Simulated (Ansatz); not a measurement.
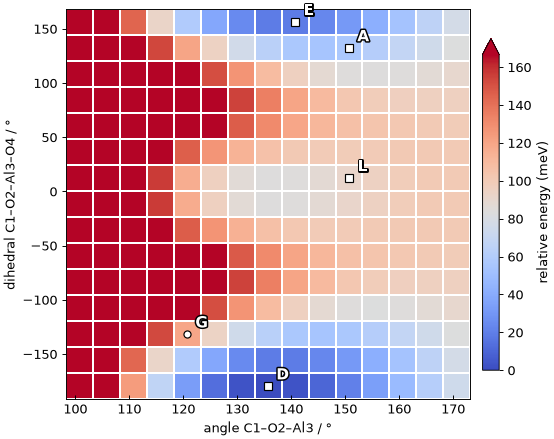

CH5AlO3, SMILES C[O][Al]([OH])[OH]. 
- Coordinates scanned: (1) angle C1–O2–Al3; (2) dihedral C1–O2–Al3–O4.
- Nothing is relaxed (all other coordinates rigid).
- The grid has 15 × 15 points.
- Points are written as (first, second).
- Energies: meV, counted from the lowest grid point.
- Level of theory: RKS SPW92 (LDA)/def2-SVP (Ansatz 0.2.0).

In the figure: one coloured cell a grid point, one colour for all values above the top of the scale, lettered points.

### Is D the lowest point of the computed grid?

Yes. D, at (135.7°, −180°), has the lowest energy of the grid.

### Rank the lettered points by energy, lowest first.

D (0 meV), E (18 meV), A (56 meV), L (91 meV), G (120 meV).
